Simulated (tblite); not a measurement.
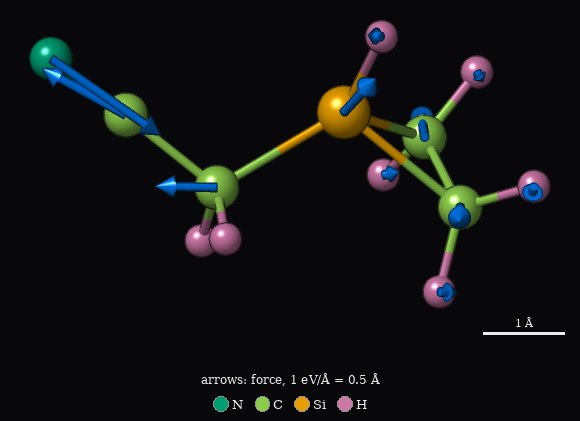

Starting geometry of C4H7NSi with the computed forces as blue arrows. The picture is a ball-and-stick view, seen at a tilt.

Computed with GFN2-xTB geometry optimisation, gas phase (tblite 0.8.0). 

Is this structure relaxed? If not, where do the atoms go?

It isn't relaxed: the largest force vector, on the N atom, is 3.36 eV/Å. The final displacements have little in common with the starting forces (cosine between the two patterns 0.27). The largest move after the best rigid fit is that of an H atom, 0.26 Å. Largest moves by element: H 0.26 Å, Si 0.19 Å, N 0.18 Å, C 0.10 Å. Near-neighbour distances that change, for instance: C–Si 1.850 → 1.914 Å, C–C 1.480 → 1.542 Å, C–Si 1.833 → 1.881 Å, C–N 1.171 → 1.144 Å. Bond angles that change, for instance: C–Si–H 107.2° → 121.6°, Si–C–H 112.9° → 119.8°, Si–C–H 114.8° → 121.4°. Over 57 geometry steps the energy falls by 39.0 kJ/mol.
